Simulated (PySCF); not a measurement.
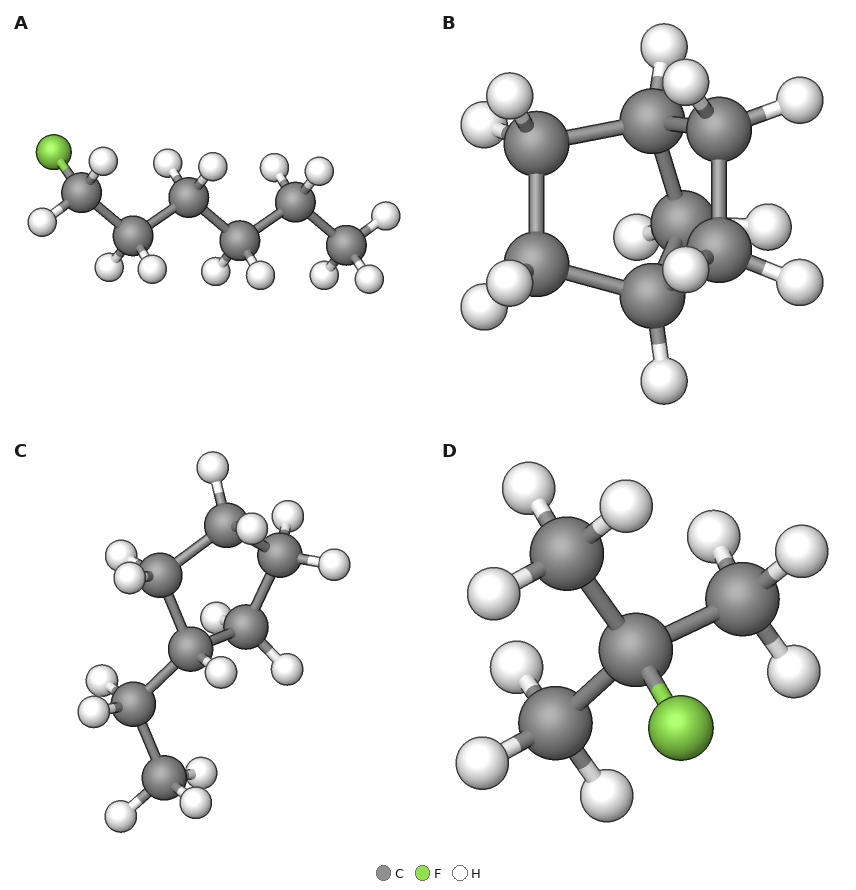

Source: calculation with PySCF.

Question: Match each picture to its SMILES.
(1) CCCCCCF
(2) CCC1CCCC1
(3) CC(C)(C)F
(4) C1C[C@H]2CC[C@@H]1C2

Answer: A is (1), B is (4), C is (2), D is (3).
